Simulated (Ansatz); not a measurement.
# C$_{3}$H$_{10}$BNSn (SMILES C=C[B](C)[SnH2][NH2]): what the fields show

The calculation's input:

```
crystal:
  periodic: [false, false, false]
  atoms:
    - { symbol: C, position_ang: [-2.0734, -0.9045, 0.0218] }
    - { symbol: C, position_ang: [-0.9173, -1.4207, -0.0983] }
    - { symbol: B, position_ang: [0.3884, -0.622, 0.1432] }
    - { symbol: C, position_ang: [1.8829, -1.3773, 0.0409] }
    - { symbol: Sn, position_ang: [0.4334, 1.5383, 0.6466] }
    - { symbol: "N", position_ang: [-0.3937, 2.6283, -0.8945] }
    - { symbol: H, position_ang: [-2.2232, 0.184, 0.2887] }
    - { symbol: H, position_ang: [-2.9703, -1.4392, -0.1828] }
    - { symbol: H, position_ang: [-0.8376, -2.4497, -0.3258] }
    - { symbol: H, position_ang: [1.9243, -1.8005, -0.9552] }
    - { symbol: H, position_ang: [1.8266, -2.2157, 0.8036] }
    - { symbol: H, position_ang: [2.6641, -0.6803, 0.2664] }
    - { symbol: H, position_ang: [2.0328, 2.0976, 0.9019] }
    - { symbol: H, position_ang: [-0.5327, 1.8186, 2.1359] }
    - { symbol: H, position_ang: [0.35933, 3.29729, -1.18369] }
    - { symbol: H, position_ang: [-1.15422, 3.18478, -0.47973] }
basis:
  gaussian: { orbitals: def2-SVP }
hamiltonian:
  xc: b3lyp
  dispersion: d4
relax:
  f_tol: 0.015
  max_steps: 40
output:
  orbitals: {}
```

Command:

```sh
ansatz run input.yaml --threads 2 --pin off --max-ram 3072MiB --backend cpu --events-out ev --progress --plain --runs-dir out
```

The fields are those of the relaxed geometry.

Core potentials replace the inner electrons of Sn.

All numbers below come from RKS B3LYP-D4/def2-SVP (Ansatz 0.2.0).

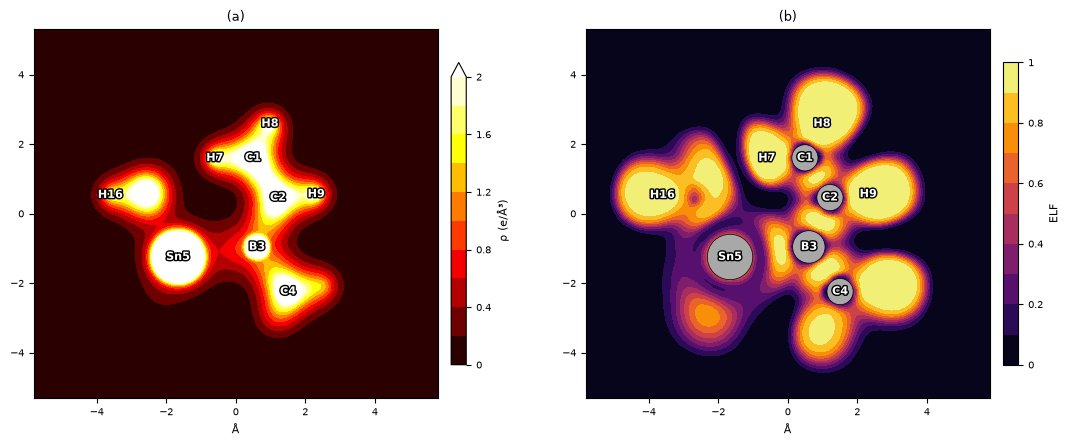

Figure 1. (a) electron density; (b) electron localisation function on the plane of atoms C2, C1 and H8. Grey discs cover the atomic cores in the ELF map.

### Describe what can be read from this map.

The plane passes through C, B, Sn and H nuclei.
C–C (1.35 Å): ρ is about 2.2 e/Å³ halfway; the ELF peaks at about 0.95 between the atoms; a covalent bond.
C–B (1.54 Å): ρ is about 1.5 e/Å³ halfway; the ELF peaks at about 1 between the atoms (a shared electron pair).
Sn–B (2.29 Å): ρ at the midpoint is about 0.6 e/Å³; the ELF peaks at about 0.95 in the valence shell of B, 0.8 Å from its nucleus, and drops to about 0.20 between the two atoms.
C–H (1.10 Å): ρ is about 1.9 e/Å³ halfway; the ELF climbs to about 1 towards the hydrogen, as it does in any bond to H; an ordinary covalent bond to hydrogen.
The ELF also peaks beside N6, away from the bonds: lone-pair regions.

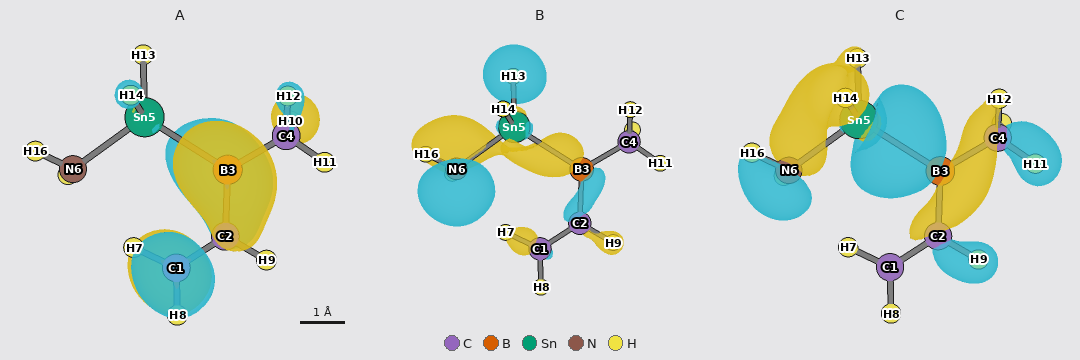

Figure 2. Three frontier orbitals at ±0.1 Å⁻³ᐟ² (yellow and cyan are the two phases), in no order.

### Which picture is the HOMO−1, the HOMO and the LUMO?

C is the HOMO−1 (−7.07 eV). By Hirshfeld shares it lies mainly on Sn5 (about 30 %), B3 (about 25 %), N6 (about 15 %) and C4 (about 5 %). B is the HOMO (−6.34 eV). Its weight (Hirshfeld) is mainly on N6 (about 60 %), Sn5 (about 15 %) and H13 (about 10 %). A is the LUMO (−2.14 eV). Its weight (Hirshfeld) is mainly on B3 (about 35 %), C1 (about 25 %), C2 (about 15 %) and Sn5 (about 10 %).

### What is the HOMO–LUMO gap?

4.20 eV between the orbital energies.
